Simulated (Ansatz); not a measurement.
# BePd (Pm-3m): from the cell to its phonons, part 2 of 2

Aim: the vibrations of BePd (Pm-3m), their spectra, and whether the structure is stable.

Ansatz 0.2.0; DFT PBEsol, scalar-relativistic, plane waves, PAW; PAW set soft_1.

So far. Step 3 (Tight relaxation): The forces vanish by symmetry and the pressure is 0.009 GPa, within the tolerances set. The cell now holds 10.95 Å³/atom. The relaxed cell has a = 2.797 Å (conventional setting).

### 4. Zone-centre response

The zone centre comes first: it holds the modes that light can see, as far as symmetry allows. No field response is asked, since the mesh shows no gap.

input.yaml reads:

```yaml
crystal:
  lattice:
    - [2.7974234134, 0.0, 0.0]
    - [0.0, 2.7974234134, 0.0]
    - [0.0, 0.0, 2.7974234134]
  atoms:
    - { symbol: Be, position: [0.0, 0.0, 0.0] }
    - { symbol: Pd, position: [0.5, 0.5, 0.5] }
kpoints:
  mp_grid: { grid: [16, 16, 16] }
hamiltonian:
  xc: pbesol
  pseudopotentials: { kind: paw, azcp: { folder: soft_1 }, xc_functional: pbe }
scf:
  occupations: { method: methfessel_paxton, width: 0.2 }
output:
  eigenvalues: true
phonons:
  method: dfpt
```

Command:

```
$ ansatz run input.yaml --threads 4 --pin off --max-ram 10240MiB --backend cpu --events-out ev --progress --plain --runs-dir out
```

Numbers of over 12 decimals in the logs are rounded to 6 here.

What it wrote:

```text
[...]
Crystal: 2 atoms, lattice volume = 21.891 Å³
Basis set: ecut = 420 eV, 437 PW (Γ), exchange–correlation on 40×40×40 points (8 copies of the dense FFT grid, shifted against one another)
Bands: 14, of which v1, the nominal top of the filled ones, is band 10 counted from 1 (9 counted from 0)
Symmetry: 48 space group operations
k-points: 405 of 4096 (irreducible under 8 space group operations, time reversal used)
[...]
SCF iter   1: F=—  HF=-7001.875472 eV  |F-HF|=—  |Δ(HF+E_count)|=         —  Δρ=2.42e-1  dr2=1.68e1  ethr=3.10e-3  ⟨swp⟩=5.1  Hψ=29064  notcnv=0
[...]
SCF iter   9: F=-6998.303139 eV  HF=-6998.303139 eV  |F-HF|=9.09e-13  |Δ(HF+E_count)|=  7.28e-12  S|Δr|=    0.00e0  Δρ=1.55e-8  dr2=5.80e-14  ethr=1.00e-12  ⟨swp⟩=5.2  Hψ=19984  notcnv=0
SCF 1 converged in 9 iterations: F = -6998.303139 eV  dr2 = 5.80e-14
[...]
DFPT response loops at Γ: preconditioner auto → Kerker (q_TF=auto, 2.688 Å⁻¹) (partly filled bands, converged f_vac=0.000); β = 1.00, the filter's whole step (`scf.mixing.beta` (0.50) is not read by the response loops under this deck's `scf.mixing.preconditioner`; to damp them name `kerker` or `kerker_dos`, under which they read `scf.mixing.beta`, and type it under 1.00, their step now; both keys bind the ground state too); Broyden in place of MSR1
SCF converged after 9 iterations
[...]
Free energy (F): -6998.303139 eV
[...]
Internal energy: -6998.302022 eV  (E = F + TS)
E sigma→0 (E₀):  -6998.302859 eV
Entropy (-TS):   -0.001117 eV (-0.559 meV/atom)
Fermi energy:    17.061647 eV
Step filling:    the computed levels leave a gap of 0.0000 eV = 0.0 smearing widths at the electron count; against every level under it full and every level over it empty, smearing changes F+E_penalty+E_count by -1.079 meV and its σ→0 estimate by -0.800 meV
[...]
--- Band table (eV; the first three rows and the last of 405) ---
  k-point 0: bands = [... 6 lower, 11.3123, 14.6837, 14.6837, 14.6837, 22.4402, 22.4402, 22.4402, 31.4079]
  k-point 1: bands = [... 6 lower, 11.3529, 14.6052, 14.6052, 14.6892, 22.1426, 22.5878, 22.5878, 31.2709]
  k-point 2: bands = [... 6 lower, 11.4699, 14.3928, 14.3928, 14.7049, 21.3827, 23.0077, 23.0077, 30.8942]
  k-point 404: bands = [... 6 lower, 10.5070, 15.8245, 15.8245, 21.8620, 22.6487, 22.6487, 22.6487, 23.8745]
--- Phonons (Γ-DFPT): 2 representative perturbations + reference, on 405 of 4096 k-points (Σ response iterations 6) ---
  k mesh reduced under 8 symmetry operations, with k and −k counted as one. Each operation leaves every solved perturbation unchanged. A smaller set is not used because it would not reduce the number of displacements times k-points to solve
  ASR residual: 5.543e-6 → 0.000e0 eV/Å²; symmetrization residual: 2.553e-7 eV/Å²
  ASR residual per site (eV/Å²): 2.17e-6 5.54e-6
  Γ frequencies (cm⁻¹): 0.00 0.00 0.00 379.90 379.90 379.90
  non-analytic LO–TO correction: not included (Born effective charges unavailable; polar crystals: no LO–TO splitting at Γ)
```

Wall time 6.6 s (4 threads of Intel Xeon Platinum 8375C at 2.90GHz (Ice Lake), shared host); peak memory 0.86 GiB.

The column dr2 measures how far the density is from self-consistency, as an energy; F and HF (Harris–Foulkes) agree once it is small.

Numbers from this step:

* sum-rule residual before enforcement: 5.54e-6 eV/Å²
* point group: m-3m
* highest optical mode at the zone centre (no LO-TO term): 379.9 cm⁻¹
* lowest optical zone-centre mode: 379.9 cm⁻¹

Patterns of degenerate modes are one choice out of their space. Modes at Γ, with each element's share of the kinetic energy:

| mode | frequency (cm⁻¹) | symmetry | Be % | Pd % |
| --- | --- | --- | --- | --- |
| 1 | 0.0 | acoustic | 8 | 92 |
| 2 | 0.0 | acoustic | 8 | 92 |
| 3 | 0.0 | acoustic | 8 | 92 |
| 4 | 379.9 | T1u | 92 | 8 |
| 5 | 379.9 | T1u | 92 | 8 |
| 6 | 379.9 | T1u | 92 | 8 |

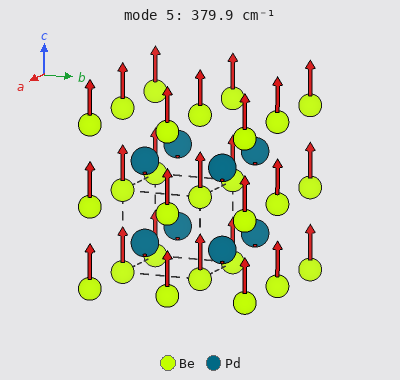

Displacement patterns of mode 5 at Γ; arrows are exaggerated. 2×2×2 cells are drawn. Some periodic images of atoms are drawn too.

Before it was imposed, the acoustic sum rule was missed by 5.5e-6 eV/Å². Small misses are needed for a sound result but don't prove that mesh and cutoff are converged. The lowest optical mode is real, 380 cm⁻¹.

### 5. Phonons on a q mesh

Stability and thermal properties need the whole zone. Linear response on a 4×4×4 q mesh gives force constants as far as a supercell of that size would.

input.yaml: that of step 4 with these lines changed.

```diff
@@ -19 +19,8 @@
   method: dfpt
+  qmesh: [4, 4, 4]
+  temperatures: { t_max: 1000, t_step: 50 }
+  qpath:
+    path:
+      - [[0.0, 0.0, 0.0], [0.0, 0.5, 0.0], [0.5, 0.5, 0.0], [0.0, 0.0, 0.0], [0.5, 0.5, 0.5], [0.0, 0.5, 0.0]]
+      - [[0.5, 0.5, 0.5], [0.5, 0.5, 0.0]]
+    npoints: 10
```

What it wrote:

```text
[...]
Crystal: 2 atoms, lattice volume = 21.891 Å³
Basis set: ecut = 420 eV, 437 PW (Γ), exchange–correlation on 40×40×40 points (8 copies of the dense FFT grid, shifted against one another)
Bands: 14, of which v1, the nominal top of the filled ones, is band 10 counted from 1 (9 counted from 0)
Symmetry: 48 space group operations
k-points: 165 of 4096
[...]
SCF iter   1: F=—  HF=-7001.875474 eV  |F-HF|=—  |Δ(HF+E_count)|=         —  Δρ=2.42e-1  dr2=1.68e1  ethr=3.10e-3  ⟨swp⟩=5.1  Hψ=11855  notcnv=0
[...]
SCF iter   9: F=-6998.303139 eV  HF=-6998.303139 eV  |F-HF|=9.09e-13  |Δ(HF+E_count)|=  8.19e-12  S|Δr|=    0.00e0  Δρ=1.54e-8  dr2=5.91e-14  ethr=1.00e-12  ⟨swp⟩=5.2  Hψ=8159  notcnv=0
SCF 1 converged in 9 iterations: F = -6998.303139 eV  dr2 = 5.91e-14
[...]
SCF iter   1: F=—  HF=-6998.303136 eV  |F-HF|=—  |Δ(HF+E_count)|=         —  Δρ=1.05e-7  dr2=1.41e-12  ethr=2.28e-8  ⟨swp⟩=2.7  Hψ=17999  notcnv=0
eigensolver tolerance schedule: the retry pair's looser diagonalisation over-reported the residual by 3244296.06 of it (diagonalisation noise at an unbounded share of the residual, at the tolerance the schedule requests for it); recorded, not acted on — ethr = c·dr2/N_el stays at c = 1.0e-1
[...]
SCF iter   2: F=—  HF=-6998.303139 eV  |F-HF|=—  |Δ(HF+E_count)|=   2.99e-6  S|Δr|=    0.00e0  Δρ=6.76e-8  dr2=8.14e-13  ethr=1.00e-12  ⟨swp⟩=4.8  Hψ=8602  notcnv=0
SCF iter   3: F=-6998.303139 eV  HF=-6998.303139 eV  |F-HF|=9.09e-13  |Δ(HF+E_count)|=  9.09e-13  S|Δr|=    0.00e0  Δρ=3.82e-8  dr2=2.31e-13  ethr=1.00e-12  ⟨swp⟩=1.0  Hψ=5291  notcnv=0
SCF 2 converged in 3 iterations: F = -6998.303139 eV  dr2 = 2.31e-13
phonons: the bands overlap, so this run is a metal and interpolates without the dipole-dipole term. If the crystal is really an insulator or semiconductor, its LO-TO splitting is missing
NSCF: frozen V_eff on 165 k-points
[...]
DFPT response loops at q = (0, 0, 0) (fractional): preconditioner auto → Kerker (q_TF=auto, 2.688 Å⁻¹) (partly filled bands, converged f_vac=0.000); β = 1.00, the filter's whole step (`scf.mixing.beta` (0.50) is not read by the response loops under this deck's `scf.mixing.preconditioner`; to damp them name `kerker` or `kerker_dos`, under which they read `scf.mixing.beta`, and type it under 1.00, their step now; both keys bind the ground state too); Broyden in place of MSR1
[...]
SCF converged after 9 iterations
[...]
Free energy (F): -6998.303139 eV
[...]
Internal energy: -6998.302022 eV  (E = F + TS)
E sigma→0 (E₀):  -6998.302859 eV
Entropy (-TS):   -0.001117 eV (-0.559 meV/atom)
Fermi energy:    17.061647 eV
[...]
--- Band table (eV; the first three rows and the last of 165) ---
  k-point 0: bands = [... 6 lower, 11.3123, 14.6837, 14.6837, 14.6837, 22.4402, 22.4402, 22.4402, 31.4079]
  k-point 1: bands = [... 6 lower, 11.3529, 14.6052, 14.6052, 14.6892, 22.1426, 22.5878, 22.5878, 31.2709]
  k-point 2: bands = [... 6 lower, 11.4699, 14.3928, 14.3928, 14.7049, 21.3827, 23.0077, 23.0077, 30.8942]
  k-point 164: bands = [... 6 lower, 10.5070, 15.8245, 15.8245, 21.8620, 22.6487, 22.6487, 22.6487, 23.8745]
--- Phonons (Γ-DFPT): 2 representative perturbations + reference (Σ response iterations 6) ---
  ASR residual: 3.767e-6 → 0.000e0 eV/Å²; symmetrization residual: 1.341e-7 eV/Å²
  ASR residual per site (eV/Å²): 2.02e-6 3.77e-6
  Γ frequencies (cm⁻¹): 0.00 0.00 0.00 379.90 379.90 379.90
--- Phonons (arbitrary-q DFPT): 10 irreducible q on the 4×4×4 mesh ---
  q = [0.0000, 0.0000, 0.0000] (star 1, of the zone-centre solve; hermiticity 6.08e-8, symmetrization 2.40e-12): -0.00 0.00 0.00 379.90 379.90 379.90
  q = [0.0000, 0.0000, 0.2500] (star 6, 4 solved perturbations in 4032 linear systems a pass and spin channel, the states on 1296 of 4096 k-point pairs; hermiticity 9.02e-8, symmetrization 3.08e-13): 80.78 80.78 157.43 398.37 398.37 409.23
[...]
q = [0.0000, 0.2500, -0.5000] (star 12, 6 solved perturbations on 1296 of 4096 k-point pairs; hermiticity 3.43e-8, symmetrization 6.24e-9): 108.23 140.09 193.20 394.64 395.19 411.19
[...]
sum rule: each row above includes the acoustic sum rule's correction from the zone centre's row sums; it moved no ω² by more than (0.25 cm⁻¹)²
  mesh force constants: q→R imaginary residual 1.77e-18; ASR residual 3.767e-6 → 0.000e0 eV/Å²; symmetrization residual 5.329e-15 eV/Å²
  interpolated dispersion: 62 rows × 6 modes
  density of states and harmonic sums: on the 24×24×24 q-mesh, interpolated from the force constants of a 4×4×4 supercell (no non-analytic term)
  largest difference from the sums on the solved wave vectors: F 1.10e-2 eV, S 1.51e-5 and C_V 4.02e-6 eV/K
  zero-point energy: 0.101142 eV/cell   skipped modes (ω ≤ 0): 3   left out of the sums: 3.62e-5 of the cell's modes: C_V's classical limit lies that fraction below 3 k_B per atom; for a crystal, a wire or a layer, F and S can be off by more, and a phonons.interpolated_qmesh denser along its periods is the remedy for the sampling
```

Elapsed: 3.2 min, on 4 threads; peak memory 2.1 GiB.

This step gave:

| Item | Value |
| --- | --- |
| sum-rule residual before enforcement | 3.77e-6 eV/Å² |
| lowest frequency on the path | 0 cm⁻¹ |
| highest frequency on the path or at a solved wavevector | 463.1 cm⁻¹ |
| mean frequency | 271.9 cm⁻¹ |
| Debye temperature (second moment) | 561 K |
| logarithmic mean frequency | 235.6 cm⁻¹ |
| lowest mode on the q mesh (acoustic modes at Γ apart) | 80.78 cm⁻¹ |
| zero-point energy per atom | 50.57 meV |
| heat capacity at 300 K | 21.22 J/(mol atoms K) |
| vibrational entropy at 300 K | 23.91 J/(mol atoms K) |
| edges of the widest gap between branches, on path and mesh | 218.2, 364.4 cm⁻¹ |

Frequencies (cm⁻¹) solved at each irreducible wavevector; negative means imaginary. Frequencies by wavevector, by row:

| q in reciprocal lattice units | star | mode 1 | mode 2 | mode 3 | mode 4 | mode 5 | mode 6 |
| --- | --- | --- | --- | --- | --- | --- | --- |
| 0 0 0 | 1 | 0 | 0 | 0 | 379.9 | 379.9 | 379.9 |
| 0 0 0.25 | 6 | 80.8 | 80.8 | 157.4 | 398.4 | 398.4 | 409.2 |
| 0 0 -0.5 | 3 | 108.2 | 108.2 | 218.2 | 418.9 | 418.9 | 463.1 |
| 0 0.25 0.25 | 12 | 94.7 | 122.1 | 167.2 | 372.6 | 397.4 | 437.2 |
| 0 0.25 -0.5 | 12 | 108.2 | 140.1 | 193.2 | 394.6 | 395.2 | 411.2 |
| 0 -0.5 -0.5 | 3 | 109.2 | 158.8 | 158.8 | 364.4 | 375.1 | 375.1 |
| 0.25 0.25 0.25 | 8 | 145.5 | 145.5 | 166.6 | 392.5 | 392.5 | 411.4 |
| 0.25 0.25 -0.5 | 12 | 144.8 | 151.6 | 189 | 374.7 | 401.3 | 414.5 |
| 0.25 -0.5 -0.5 | 6 | 147.7 | 185.5 | 185.5 | 395.5 | 395.5 | 396.8 |
| -0.5 -0.5 -0.5 | 1 | 182.5 | 182.5 | 182.5 | 415.2 | 415.2 | 415.2 |

Interpolated from a 4×4×4 q mesh. The phonon branches at the labelled points (cm⁻¹):

| point | branch 1 | branch 2 | branch 3 | branch 4 | branch 5 | branch 6 |
| --- | --- | --- | --- | --- | --- | --- |
| Γ | 0 | 0 | 0 | 380 | 380 | 380 |
| X | 108 | 108 | 218 | 419 | 419 | 463 |
| M | 109 | 159 | 159 | 364 | 375 | 375 |
| Γ | 0 | 0 | 0 | 380 | 380 | 380 |
| R | 182 | 182 | 182 | 415 | 415 | 415 |
| X | 108 | 108 | 218 | 419 | 419 | 463 |
| jump to R | 182 | 182 | 182 | 415 | 415 | 415 |
| M | 109 | 159 | 159 | 364 | 375 | 375 |

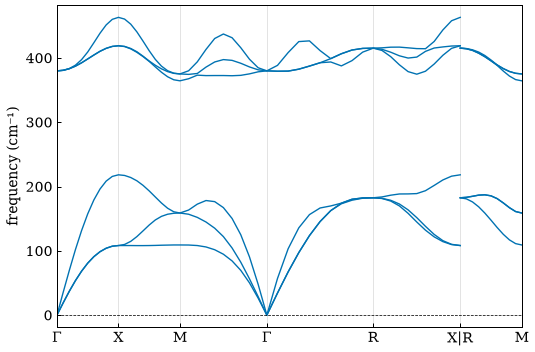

Phonon branches along the path.

The phonon density of states has structure finer than the step of the table below, so its rows give means over 25 cm⁻¹, whole bins alone (the curve runs from 2.5 to 462 cm⁻¹). Peaks (cm⁻¹: height): 107.5: 0.0424, 182.5: 0.0474, 377.5: 0.0755, 397.5: 0.0687, 412.5: 0.0603.

Tetrahedra on a 24×24×24 mesh, mean over bins of 5 cm-1. Interpolated from a 4×4×4 q mesh. Phonon density of states against wavenumber; means over each step:

| wavenumber (cm⁻¹) | phonon density of states (1/cm⁻¹/cell) |
| --- | --- |
| 25 | 3.1e-4 |
| 50 | 0.00144 |
| 75 | 0.00450 |
| 100 | 0.0213 |
| 125 | 0.0250 |
| 150 | 0.0221 |
| 175 | 0.0344 |
| 200 | 0.0104 |
| 225 | 5.1e-4 |
| 250 | 0 |
| 275 | 0 |
| 300 | 0 |
| 325 | 0 |
| 350 | 2.0e-6 |
| 375 | 0.0369 |
| 400 | 0.0552 |
| 425 | 0.0242 |
| 450 | 0.00372 |

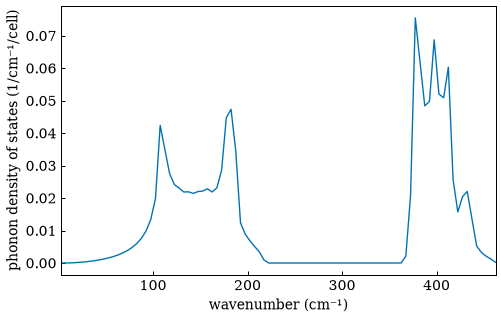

Phonon density of states, plotted against wavenumber.

The partial phonon density of states has structure finer than the step of the table below, so its rows give means over 50 cm⁻¹, whole bins alone (the curve runs from -10 to 486 cm⁻¹). Peaks (cm⁻¹: height): Be 380.2: 0.0600, 398.9: 0.0583; Pd 108.6: 0.0373, 180.4: 0.0423.

Phonopy on the run's constants, 21x21x21 mesh, Gaussian sigma 3.5 cm-1. Interpolated from a 4×4×4 q mesh. Partial phonon density of states against wavenumber; means over each step; values in 1/cm⁻¹/cell:

| wavenumber (cm⁻¹) | Be | Pd |
| --- | --- | --- |
| 50 | 1.0e-4 | 0.00160 |
| 100 | 4.0e-4 | 0.0185 |
| 150 | 9.8e-4 | 0.0224 |
| 200 | 7.2e-4 | 0.0152 |
| 250 | 0 | 2.3e-6 |
| 300 | 0 | 0 |
| 350 | 0.00377 | 3.1e-4 |
| 400 | 0.0473 | 0.00185 |
| 450 | 0.00670 | 3.6e-5 |

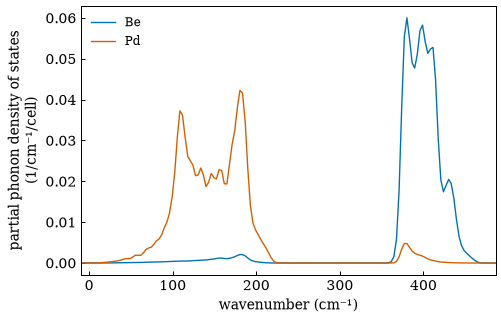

Partial phonon density of states against wavenumber.

Second derivatives of the energy by pair, one row for each kind of neighbour of each atom listed. Each entry sums the pair over the periodic images of the supercell that the q mesh stands for, and in a polar crystal it holds the long-range dipole part too. Force constants by pair, by row:

| atom | neighbour | distance (Å) | third of the trace (eV/Å²) | along the pair's line (eV/Å²) |
| --- | --- | --- | --- | --- |
| Be1 | itself | 0 | 5.153 | – |
| Be1 | Pd | 2.423 | -0.5023 | -1.633 |
| Be1 | Be | 2.797 | 0.0301 | -0.0175 |
| Be1 | Be | 3.956 | -0.0058 | -0.0879 |
| Be1 | Pd | 4.639 | -0.0159 | -0.0298 |
| Be1 | Be | 4.845 | -0.1181 | -0.3336 |
| Be1 | Be | 5.595 | 0.001 | 0.0147 |
| Be1 | Pd | 6.097 | 0.0015 | 0.0062 |
| Be1 | Be | 6.255 | 0.0033 | 0.0096 |
| Pd2 | itself | 0 | 10.44 | – |
| Pd2 | Be | 2.423 | -0.5023 | -1.633 |
| Pd2 | Pd | 2.797 | -0.8241 | -3.096 |
| Pd2 | Pd | 3.956 | -0.1238 | -0.271 |
| Pd2 | Be | 4.639 | -0.0159 | -0.0298 |
| Pd2 | Pd | 4.845 | 0.0402 | 0.0893 |
| Pd2 | Pd | 5.595 | -0.0014 | 0.2366 |
| Pd2 | Be | 6.097 | 0.0015 | 0.0062 |
| Pd2 | Pd | 6.255 | 0.0202 | -0.0041 |

Harmonic thermodynamic functions per atom, from the density of states. Interpolated from a 4×4×4 q mesh. Thermodynamic functions, by row:

| T (K) | F_vib (meV/atom) | S (J/mol-atom/K) | C_V (J/mol-atom/K) |
| --- | --- | --- | --- |
| 0 | 50.57 | 0 | 0 |
| 50 | 50.38 | 1.479 | 3.885 |
| 100 | 48.44 | 6.198 | 10.11 |
| 200 | 36.86 | 15.93 | 17.89 |
| 300 | 16.05 | 23.91 | 21.22 |
| 400 | -12.14 | 30.25 | 22.7 |
| 500 | -46.24 | 35.4 | 23.46 |
| 600 | -85.23 | 39.72 | 23.9 |
| 700 | -128.4 | 43.43 | 24.17 |
| 800 | -175.1 | 46.67 | 24.34 |
| 900 | -225 | 49.54 | 24.47 |
| 1000 | -277.7 | 52.12 | 24.56 |

Harmonic mean-square displacement, third of the trace. Interpolated from a 4×4×4 q mesh. Mean square displacements, by row:

| T (K) | Be1 U_eq (Å²) | Pd2 U_eq (Å²) |
| --- | --- | --- |
| 0 | 0.00502 | 0.00117 |
| 100 | 0.00534 | 0.00173 |
| 300 | 0.00806 | 0.00428 |
| 600 | 0.01403 | 0.00837 |

Symmetry leaves 10 wavevectors to solve. The lowest mode among them, the acoustic zeros apart, lies at q = (0, 0, 0.25) and is real, 80.8 cm⁻¹.

### 6. Another isotope

An isotope changes the mass and not the force constants, so no new electronic calculation is needed; the shifts show which modes move this element.

The same force constants with the mass of Pd changed from 106.420 to 109.905 u (phonopy, no LO-TO term). Both lists are sorted by frequency; levels can cross, so a row need not hold one and the same mode. Modes under 3 cm⁻¹ are left out. Isotope shifts, by row:

| q | rank | natural mass (cm⁻¹) | changed mass (cm⁻¹) |
| --- | --- | --- | --- |
| 0 0 0 | 4 | 379.9 | 379.4 |
| 0 0 0 | 5 | 379.9 | 379.4 |
| 0 0 0 | 6 | 379.9 | 379.4 |
| 0 0 0.25 | 1 | 80.78 | 79.53 |
| 0 0 0.25 | 2 | 80.78 | 79.53 |
| 0 0 0.25 | 3 | 157.4 | 155 |
| 0 0 0.25 | 4 | 398.4 | 398.2 |
| 0 0 0.25 | 5 | 398.4 | 398.2 |
| 0 0 0.25 | 6 | 409.2 | 409 |
| 0 0 -0.5 | 1 | 108.2 | 106.5 |
| 0 0 -0.5 | 2 | 108.2 | 106.5 |
| 0 0 -0.5 | 3 | 218.2 | 214.7 |
| 0 0 -0.5 | 4 | 418.9 | 418.9 |
| 0 0 -0.5 | 5 | 418.9 | 418.9 |
| 0 0 -0.5 | 6 | 463.1 | 463.1 |
| 0 0.25 0.25 | 1 | 94.7 | 93.21 |
| 0 0.25 0.25 | 2 | 122.1 | 120.3 |
| 0 0.25 0.25 | 3 | 167.2 | 164.6 |
| 0 0.25 0.25 | 4 | 372.6 | 372 |
| 0 0.25 0.25 | 5 | 397.4 | 397.3 |
| 0 0.25 0.25 | 6 | 437.2 | 437.2 |

A mode of this element alone would shift by -1.60 %. The highest zone-centre frequency without the field goes from 379.9 to 379.4 cm⁻¹ (-0.1 %). The product of the frequency ratios over all optical modes at Γ is 0.996; the product rule, (m/m′)^(3k/2) (M′/M)^(3/2) with k = 1 such atoms and M the mass of the cell, gives 0.996.

### 7. Outcome

| Property | Result |
| --- | --- |
| space group after relaxation (within 0.01 Å) | Pm-3m |
| volume per atom | 10.9 Å³ |
| electronic character | no gap on this mesh |
| highest optical mode at the zone centre (no LO-TO term) | 380 cm⁻¹ |
| lowest optical zone-centre mode | 380 cm⁻¹ |
| lowest mode on the q mesh (acoustic modes at Γ apart) | 80.8 cm⁻¹ |
| highest frequency on the path or at a solved wavevector | 463 cm⁻¹ |
| zero-point energy per atom | 50.6 meV |
| heat capacity at 300 K | 21.2 J/(mol atoms K) |
| vibrational entropy at 300 K | 23.9 J/(mol atoms K) |
| Debye temperature (second moment) | 561 K |
| imaginary modes on the 4×4×4 q mesh | none |

What this shows: The structure is a minimum as far as tested: no mode is imaginary at the 10 irreducible wavevectors of the 4×4×4 mesh, and the softest away from the acoustic zeros lies at 81 cm⁻¹. The optical modes at Γ form one degenerate level at 380 cm⁻¹. The highest mode in this list at Γ, 379.9 cm⁻¹, is mostly motion of Be (92 % of the kinetic energy). On the path and the mesh, the widest gap between branches runs from 218 to 364 cm⁻¹. With no gap, or one that is small against the smearing, the frequencies hang on the k mesh and the smearing, most of all near Kohn anomalies. The PAW files were made for PBE and serve the other functionals too. A phonon run warned that its eigensolver left some bands unconverged in a pass. These are harmonic frequencies at zero temperature: anharmonic shifts, linewidths and thermal expansion are left out.

[Logs are printed without paths, hosts, clocks, repeated set-up lines and the standing remarks that a program may print on its own settings, such as how far it seeks lower states.]

[Hosts, paths, dates, database ids (printed as entryN), source tags and the programs' standing remarks are cut or masked in the printed files.]
